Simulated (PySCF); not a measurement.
Zn(Br)(OH), SMILES [OH][Zn][Br] at its B3LYP/def2-SVP optimised geometry (Å):

```
4

Zn    -0.0041     0.2856     0.0000
Br     2.2393     0.2856     0.0000
O     -1.7768     0.4243     0.0000
H     -2.2393    -0.4243    -0.0012
```

Method: B3LYP/def2-TZVP run with PySCF. Cells within 0.4 Å of a nucleus heavier than hydrogen are left out (blank, or x).

Map of the deformation density (molecule minus spherical neutral atoms) (e/bohr³) on the plane z = 0.0 Å:

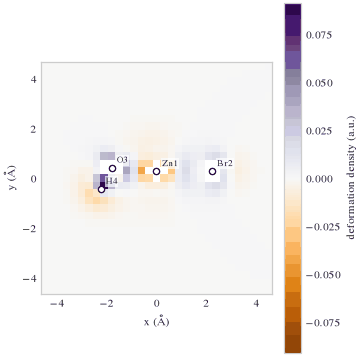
*Deformation density (molecule minus spherical neutral atoms) (e/bohr³) on the plane z = 0.0 Å.*
